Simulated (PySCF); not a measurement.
# One shape, several levels: AlSiH4O2F (SMILES [OH][Al]([F])[O][SiH3])

Aim: a comparison of 3 runs (HF/pc-0, HF/pc-1, HF/aug-pc-1) of AlSiH4O2F. The job is set up through a Python script.

Program for the calculation: PySCF 2.14.0.

**1. The structure to begin with**

The species is AlSiH4O2F (9 atoms), meant as a singlet with charge 0. As SMILES, `[OH][Al]([F])[O][SiH3]`. The coordinates come from a PBE0-D4/def2-TZVP relaxation. This is one conformer, not always the lowest.

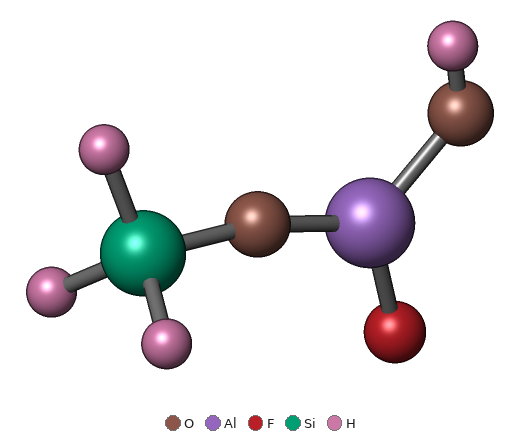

The structure, seen from a chosen angle (oxygen brown, aluminium purple, fluorine red, silicon teal, hydrogen pink).

**2. The polarisability at HF/pc-0 (run 1)**

Input file calc.py:

```python
import numpy
from pyscf import gto, scf
from pyscf.prop.polarizability import rhf

mol = gto.M(
    atom=[
    ('O', (2.156000, 0.918300, 1.557400)),
    ('Al', (1.515000, -0.063600, 0.355100)),
    ('F', (2.548000, -1.072800, -0.418100)),
    ('O', (-0.099300, -0.046600, -0.068400)),
    ('Si', (-1.569900, -0.278200, -0.725000)),
    ('H', (1.628800, 1.537000, 2.059500)),
    ('H', (-1.489900, -0.208300, -2.207600)),
    ('H', (-2.100900, -1.608600, -0.328200)),
    ('H', (-2.499100, 0.776500, -0.241700)),
],
    max_memory=1860,
    basis='pc-0',
    charge=0,
    verbose=4,
)

mf = scf.RHF(mol)
mf.conv_tol = 1e-10
mf.kernel()
if not mf.converged:
    mf = mf.newton().run(mf.mo_coeff, mf.mo_occ)

energy = mf.e_tot
print(f'total energy: {energy:.8f} hartree')
pol = rhf.Polarizability(mf)
alpha = pol.polarizability()
print('isotropic polarizability %.4f bohr^3' % (numpy.trace(alpha) / 3))
alpha_w = pol.polarizability_with_freq(freq=0.0774)
beta = pol.hyper_polarizability()
```

Started as:

```console
$ OMP_NUM_THREADS=1 python calc.py
```

The program printed:

```text
PySCF version 2.14.0

[INPUT] num. atoms = 9
[INPUT] num. electrons = 56
[INPUT] charge = 0
[INPUT] spin (= nelec alpha-beta = 2S) = 0
[INPUT] symmetry False subgroup None
[INPUT] Mole.unit = angstrom
[INPUT] Symbol           X                Y                Z      unit          X                Y                Z       unit  Magmom
[INPUT]  1 O      2.156000000000   0.918300000000   1.557400000000 AA    4.074249524562   1.735335500188   2.943059466398 Bohr   0.0
[INPUT]  2 Al     1.515000000000  -0.063600000000   0.355100000000 AA    2.862935078716  -0.120186581522   0.671041746833 Bohr   0.0
[INPUT]  3 F      2.548000000000  -1.072800000000  -0.418100000000 AA    4.815022165392  -2.027298186433  -0.790094492681 Bohr   0.0
[INPUT]  4 O     -0.099300000000  -0.046600000000  -0.068400000000 AA   -0.187649804169  -0.088061237405  -0.129257266920 Bohr   0.0
[INPUT]  5 Si    -1.569900000000  -0.278200000000  -0.725000000000 AA   -2.966681042955  -0.525721807854  -1.370051440310 Bohr   0.0
[INPUT]  6 H      1.628800000000   1.537000000000   2.059500000000 AA    3.077985911692   2.904509053456   3.891890953542 Bohr   0.0
[INPUT]  7 H     -1.489900000000  -0.208300000000  -2.207600000000 AA   -2.815502952989  -0.393629951747  -4.171759392590 Bohr   0.0
[INPUT]  8 H     -2.100900000000  -1.608600000000  -0.328200000000 AA   -3.970125615099  -3.039813443975  -0.620208114082 Bohr   0.0
[INPUT]  9 H     -2.499100000000   0.776500000000  -0.241700000000 AA   -4.722614557901   1.467372335725  -0.456746804307 Bohr   0.0

nuclear repulsion = 279.595262356368
number of shells = 14
number of NR pGTOs = 106
number of NR cGTOs = 61
basis = pc-0
ecp = {}

******** <class 'pyscf.scf.hf.RHF'> ********
method = RHF
initial guess = minao
damping factor = 0
level_shift factor = 0
DIIS = <class 'pyscf.scf.diis.CDIIS'>
diis_start_cycle = 1
diis_space = 8
diis_damp = 0
SCF conv_tol = 1e-10
SCF conv_tol_grad = None
SCF max_cycles = 50
direct_scf = True
direct_scf_tol = 1e-13
Set gradient conv threshold to 1e-05
Initial guess from minao.
init E= -781.198169387724
  HOMO = -0.381338029743821  LUMO = -0.0219419950555402  gap/eV = 9.77966
cycle= 1 E= -781.391314343681  delta_E= -0.193  |g|= 0.777  |ddm|= 3.37
  HOMO = -0.412104735655014  LUMO = 0.132351405427819  gap/eV = 14.81541
cycle= 2 E= -781.477973512285  delta_E= -0.0867  |g|= 0.397  |ddm|= 0.709
  HOMO = -0.462798723959062  LUMO = 0.118574681619176  gap/eV = 15.81998
cycle= 3 E= -781.503224743198  delta_E= -0.0253  |g|= 0.0354  |ddm|= 0.26
  HOMO = -0.455493878745792  LUMO = 0.119787309392609  gap/eV = 15.65420
cycle= 4 E= -781.503632029851  delta_E= -0.000407  |g|= 0.0113  |ddm|= 0.0527
  HOMO = -0.45703562078671  LUMO = 0.119426816018311  gap/eV = 15.68634
cycle= 5 E= -781.503658812684  delta_E= -2.68e-05  |g|= 0.00241  |ddm|= 0.0099
  HOMO = -0.45716469628249  LUMO = 0.119277967414628  gap/eV = 15.68580
cycle= 6 E= -781.503661598969  delta_E= -2.79e-06  |g|= 0.000677  |ddm|= 0.00409
  HOMO = -0.457175493660037  LUMO = 0.119246791452435  gap/eV = 15.68525
cycle= 7 E= -781.503661924089  delta_E= -3.25e-07  |g|= 0.000208  |ddm|= 0.00154
  HOMO = -0.45717325573001  LUMO = 0.119246406117313  gap/eV = 15.68518
cycle= 8 E= -781.503661948265  delta_E= -2.42e-08  |g|= 7.46e-05  |ddm|= 0.000416
  HOMO = -0.457177096090294  LUMO = 0.119249256216536  gap/eV = 15.68536
cycle= 9 E= -781.503661950675  delta_E= -2.41e-09  |g|= 1.62e-05  |ddm|= 0.000127
  HOMO = -0.457176951794325  LUMO = 0.119250634291722  gap/eV = 15.68539
cycle= 10 E= -781.503661950883  delta_E= -2.08e-10  |g|= 3.02e-06  |ddm|= 4.43e-05
  HOMO = -0.457177262580073  LUMO = 0.119250714932858  gap/eV = 15.68540
cycle= 11 E= -781.503661950889  delta_E= -5.91e-12  |g|= 5.37e-07  |ddm|= 7.84e-06
  HOMO = -0.457177276075673  LUMO = 0.11925067972831  gap/eV = 15.68540
Extra cycle  E= -781.503661950891  delta_E= -1.14e-12  |g|= 2.52e-07  |ddm|= 8.21e-07
converged SCF energy = -781.503661950891
total energy: -781.50366195 hartree
Isotropic polarizability 33.2085304324
Polarizability anisotropy 0.686261979571
isotropic polarizability 33.2085 bohr^3
```

It took 15 s on 1 thread of Arm Neoverse N1, shared host; peak memory 0.12 GiB.

**3. The polarisability at HF/pc-1 (run 2)**

Input file calc.py:

```python
import numpy
from pyscf import gto
from pyscf.prop.polarizability import rhf

mol = gto.M(
    atom='''
O    2.156000   0.918300   1.557400
Al   1.515000  -0.063600   0.355100
F    2.548000  -1.072800  -0.418100
O   -0.099300  -0.046600  -0.068400
Si  -1.569900  -0.278200  -0.725000
H    1.628800   1.537000   2.059500
H   -1.489900  -0.208300  -2.207600
H   -2.100900  -1.608600  -0.328200
H   -2.499100   0.776500  -0.241700
''',
    basis='pc-1',
    verbose=3,
    max_memory=1860,
)

mf = mol.RHF()
mf.conv_tol = 1e-10
mf.kernel()
if not mf.converged:
    mf = mf.newton().run(mf.mo_coeff, mf.mo_occ)

e_final = mf.e_tot
print('E = %.10f Eh' % e_final)
pol = rhf.Polarizability(mf)
alpha = pol.polarizability()
print('isotropic polarizability %.4f bohr^3' % (numpy.trace(alpha) / 3))
alpha_w = pol.polarizability_with_freq(freq=0.0774)
beta = pol.hyper_polarizability()
```

Started as:

```console
$ OMP_NUM_THREADS=1 python calc.py
```

The program printed:

```text
converged SCF energy = -782.498822467264
E = -782.4988224673 Eh
isotropic polarizability 38.1886 bohr^3
```

Run time: 67 s. Hardware: 1 thread of Arm Neoverse N1, shared host; peak memory 0.21 GiB.

**4. The polarisability at HF/aug-pc-1 (run 3)**

Input file calc.py:

```python
import numpy
from pyscf import gto
from pyscf.prop.polarizability import rhf

mol = gto.Mole()
mol.atom = '''
O      2.156000     0.918300     1.557400
Al     1.515000    -0.063600     0.355100
F      2.548000    -1.072800    -0.418100
O     -0.099300    -0.046600    -0.068400
Si    -1.569900    -0.278200    -0.725000
H      1.628800     1.537000     2.059500
H     -1.489900    -0.208300    -2.207600
H     -2.100900    -1.608600    -0.328200
H     -2.499100     0.776500    -0.241700
'''
mol.basis = 'aug-pc-1'
mol.verbose = 3
mol.charge = 0
mol.spin = 0
mol.max_memory = 1860
mol.build()

calc0 = mol.RHF()
calc0.conv_tol = 1e-10
calc0.kernel()
if not calc0.converged:
    calc0 = calc0.newton().run(calc0.mo_coeff, calc0.mo_occ)

e_tot = calc0.e_tot
print('E = %.10f Eh' % e_tot)
pol = rhf.Polarizability(calc0)
alpha = pol.polarizability()
print('isotropic polarizability %.4f bohr^3' % (numpy.trace(alpha) / 3))
alpha_w = pol.polarizability_with_freq(freq=0.0774)
beta = pol.hyper_polarizability()
```

Started as:

```console
$ OMP_NUM_THREADS=1 python calc.py
```

The program printed:

```text
converged SCF energy = -782.517852734705
E = -782.5178527347 Eh
isotropic polarizability 47.2861 bohr^3
```

Wall time 7.8 min (1 thread of Arm Neoverse N1, shared host); peak memory 0.74 GiB.

**5. All runs side by side**

```csv
run,level,energy (Eh),dipole moment (D),HOMO energy (eV),LUMO energy (eV),wall time
1,HF/pc-0,-781.503662,3.29,-12.44,3.24,15 s
2,HF/pc-1,-782.498822,2.66,-12.61,2.57,67 s
3,HF/aug-pc-1,-782.517853,2.38,-12.56,0.57,7.8 min
```

**6. Results**

```
                                   quantity          value
                        run 3: total energy  -782.51785 Eh
                       run 3: dipole moment         2.38 D
                         run 3: HOMO energy      -12.56 eV
                         run 3: LUMO energy        0.57 eV
                       run 3: HOMO–LUMO gap       13.13 eV
          run 3: mean static polarisability     47.3 bohr³
run 3: mean polarisability at ω = 0.0774 Eh     48.4 bohr³
```

**Reading.** The dipole moment (its size) runs from 2.38 D (HF/aug-pc-1) to 3.29 D (HF/pc-0). The HOMO–LUMO gap runs from 13.13 eV (HF/aug-pc-1) to 15.69 eV (HF/pc-0). All runs together took 9.1 min, the longest 7.8 min.
